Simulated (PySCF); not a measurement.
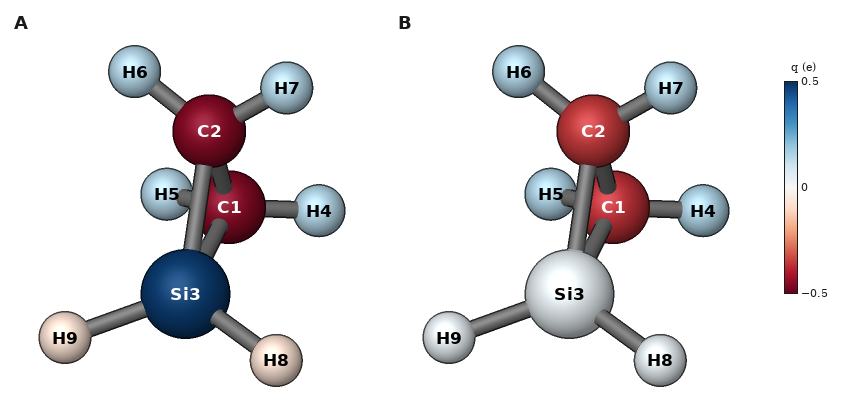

Atomic charges of one calculation by 2 schemes, on one colour scale. The computed structure is the end point of a GFN2-xTB optimisation. No frequency run is at hand to confirm it as a minimum. Level of theory: PBE0/pcSseg-1 (PySCF 2.14.0).

**The schemes are ESP-fitted, Mulliken. Which panel shows which?**

A Mulliken, B ESP-fitted.

List the charges (e), one line for each set of equivalent atoms.

```json
{"atom": "C1, C2", "Mulliken": "−0.46", "ESP-fitted": "−0.36"}
{"atom": "Si3", "Mulliken": "0.48", "ESP-fitted": "0.04"}
{"atom": "H4, H5, H6…", "Mulliken": "0.15", "ESP-fitted": "0.15"}
{"atom": "H8, H9", "Mulliken": "−0.07", "ESP-fitted": "0.04"}
```

The geometry is semi-empirical. Around Si such bond lengths and angles can be off by a tenth of an ångström or more and by several degrees, and values that hang on the shape move with them.
